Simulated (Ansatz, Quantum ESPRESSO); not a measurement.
# CsH (Pm-3m): from Born charge to LO-TO splitting

Aim: work out the LO frequency and the static dielectric constant of CsH (Pm-3m) from one linear-response run, then check them.

Main program and level: Quantum ESPRESSO 7.5; DFT LDA, scalar-relativistic, plane waves, JTH PAW pseudopotentials.

## 1. The relaxed structure

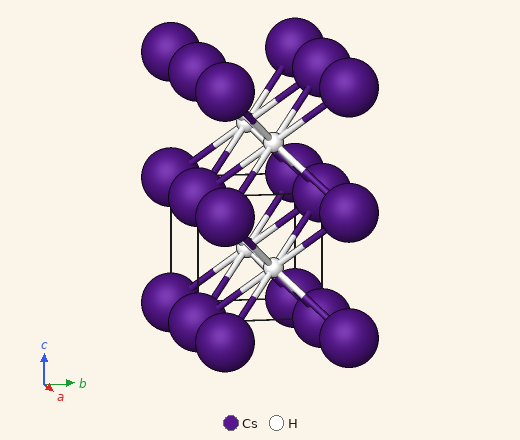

The starting structure, seen slightly off an axis (caesium purple, hydrogen white). 2×1×2 cells are drawn. Some periodic images of atoms are drawn too.

This is the cell after its relaxation at this level of theory, not the database cell from which that began.

## 2. What the response run gave

A linear-response run on the relaxed cell, with the response to an electric field; only its zone-centre results are used. Cutoff 40 Ry, k mesh 6×6×6.

The log of the run:

```text
[banners, grids, parts of the stress and lines that vanish by symmetry left out]
Program PHONON v.7.5
     Reading xml data from directory:

[...]
Exchange-correlation= PW
                           (   1   4   0   0   0   0   0)
[...]
kinetic-energy cut-off    =      40.0000  Ry
     charge density cut-off    =     200.0000  Ry
     convergence threshold     =      1.0E-18
[...]
Exchange-correlation= PW
                           (   1   4   0   0   0   0   0)
[...]
q = (   0.0000000   0.0000000   0.0000000 )
     49 Sym.Ops. (with q -> -q+G )
     G cutoff =  237.7102  (  15419 G-vectors)     FFT grid: ( 32, 32, 32)
     G cutoff =  190.1682  (  11067 G-vectors)  smooth grid: ( 27, 27, 27)
     number of k points=    20
[...]
Mode symmetry, O_h (m-3m)  point group:
[...]
Dielectric constant
[...]
End of electric fields calculation
          Dielectric constant in cartesian axis
          (       4.306123335       0.000000000       0.000000000 )
          (       0.000000000       4.306123335       0.000000000 )
          (       0.000000000       0.000000000       4.306123335 )
          Effective charges (d Force / dE) in cartesian axis without acoustic sum rule applied (asr)
           atom    1  Cs    Mean Z*:        1.17622
      Ex  (        1.17622        0.00000        0.00000 )
      Ey  (        0.00000        1.17622        0.00000 )
      Ez  (        0.00000        0.00000        1.17622 )
           atom    2  H     Mean Z*:       -1.18027
      Ex  (       -1.18027        0.00000        0.00000 )
      Ey  (        0.00000       -1.18027        0.00000 )
      Ez  (        0.00000        0.00000       -1.18027 )
          Effective charges Sum: Mean:       -0.00404
[...]
Effective charges (d Force / dE) in cartesian axis with asr applied:
           atom    1  Cs    Mean Z*:        1.17824
[...]
atom    2  H     Mean Z*:       -1.17824
[...]
Representation #   1 modes #   1   2   3
[...]
End of self-consistent calculation
     Convergence has been achieved
     Representation #   2 modes #   4   5   6
[...]
End of self-consistent calculation
     Convergence has been achieved
[...]
Dielectric constant in cartesian axis
          (       4.306123335       0.000000000       0.000000000 )
          (       0.000000000       4.306123335       0.000000000 )
          (       0.000000000       0.000000000       4.306123335 )
          Effective charges (d Force / dE) in cartesian axis without acoustic sum rule applied (asr)
           atom    1  Cs    Mean Z*:        1.17622
      Ex  (        1.17622        0.00000        0.00000 )
      Ey  (        0.00000        1.17622        0.00000 )
      Ez  (        0.00000        0.00000        1.17622 )
           atom    2  H     Mean Z*:       -1.18027
      Ex  (       -1.18027        0.00000        0.00000 )
      Ey  (        0.00000       -1.18027        0.00000 )
      Ez  (        0.00000        0.00000       -1.18027 )
          Effective charges Sum: Mean:       -0.00404
[...]
Effective charges (d Force / dE) in cartesian axis with asr applied:
           atom    1  Cs    Mean Z*:        1.17824
[...]
atom    2  H     Mean Z*:       -1.17824
[...]
q = (    0.000000000   0.000000000   0.000000000 )
[...]
freq (    1) =       0.148300 [THz] =       4.946746 [cm-1]
     freq (    2) =       0.148300 [THz] =       4.946746 [cm-1]
     freq (    3) =       0.148300 [THz] =       4.946746 [cm-1]
     freq (    4) =      12.886494 [THz] =     429.847161 [cm-1]
     freq (    5) =      12.886494 [THz] =     429.847161 [cm-1]
     freq (    6) =      12.886494 [THz] =     429.847161 [cm-1]
[...]
Mode symmetry, O_h (m-3m)  point group:
     freq (   1-   3) =          4.9  [cm-1]   --> T_1u G_15  G_4- I
     freq (   4-   6) =        429.8  [cm-1]   --> T_1u G_15  G_4- I

   JOB DONE.
```

| quantity | value |
| --- | --- |
| cell volume Ω (Å³) | 47.629 |
| mass of Cs (u) | 132.905 |
| mass of H (u) | 1.008 |
| Born charge of Cs, raw (e) | 1.176 |
| Born charge of H, raw (e) | -1.180 |
| ε∞ | 4.306 |
| ω(TO) after the sum rule (cm⁻¹) | 429.8 |

## 3. The calculation

The charges must sum to zero over the cell; taking off their mean, -0.002 e, leaves Z* = 1.178 e on Cs. In the polar mode Cs moves against H, so the reduced mass is μ = 132.91 × 1.01 / 133.91 = 1.000 u.

A longitudinal wave builds up a field that adds to the restoring force: ω(LO)² = ω(TO)² + 4π Z*² / (μ Ω ε∞), in Hartree atomic units. With μ = 1824 electron masses and Ω = 321.42 bohr³ the second term is 6.9119e-06 Ha², or 332938 cm⁻² (1 Ha = 219474.6 cm⁻¹).

So ω(LO) = √(184754 + 332938) = 719.5 cm⁻¹, and by the Lyddane-Sachs-Teller relation ε₀ = ε∞ (ω(LO)/ω(TO))² = 12.07.

## 4. Check against the program

The analysis program adds the same non-analytic term to the full matrix, here for q along (1 0 0).

The log of the run:

```text
[banner, memory and clock lines left out]
Program DYNMAT v.7.5

     Reading Dynamical Matrix from file g.dyn
     ...Force constants read
     ...epsilon and Z* read

     Polarizability (A^3 units)
     multiply by 0.475728 for Clausius-Mossotti correction
        12.530806    0.000000    0.000000
         0.000000   12.530806    0.000000
         0.000000    0.000000   12.530806

     IR activities are in (D/A)^2/amu units

# mode   [cm-1]    [THz]      IR
    1     -0.00   -0.0000    0.0000
    2      0.00    0.0000    0.0000
    3      0.00    0.0000    0.0000
    4    429.83   12.8860   32.0155
    5    429.83   12.8860   32.0155
    6    719.50   21.5702   32.0155
```

ε₀ comes from the program's run without a direction of q.

| quantity | by hand | program |
| --- | --- | --- |
| ω(LO) (cm⁻¹) | 719.5 | 719.5 |
| ε₀ | 12.07 | 12.07 |

## 5. Outcome

| Property | Result |
| --- | --- |
| TO mode | 429.8 cm⁻¹ |
| LO mode | 719.5 cm⁻¹ |
| static dielectric constant | 12.07 |

The LO mode of CsH (Pm-3m) lies at 720 cm⁻¹, 290 cm⁻¹ above the TO mode; the formula meets the program within 0.1 cm⁻¹, as it must for a cubic crystal with one polar mode. ω(LO)² − ω(TO)² goes with Z*²/ε∞: an error of 5 % in ε∞ would move the LO mode by 11.1 cm⁻¹, and semilocal functionals tend to overestimate ε∞. These are harmonic values at zero temperature, at the volume of this functional, for the structure held cubic; stability elsewhere in the zone is no part of this calculation.

[Host names and launcher messages were left out of these logs when they were recorded.]

[Logs are printed without paths, hosts, clocks, repeated set-up lines and the standing remarks that a program may print on its own settings, such as how far it seeks lower states.]

[Hosts, paths, dates, database ids (printed as entryN), source tags and the programs' standing remarks are cut or masked in the printed files.]
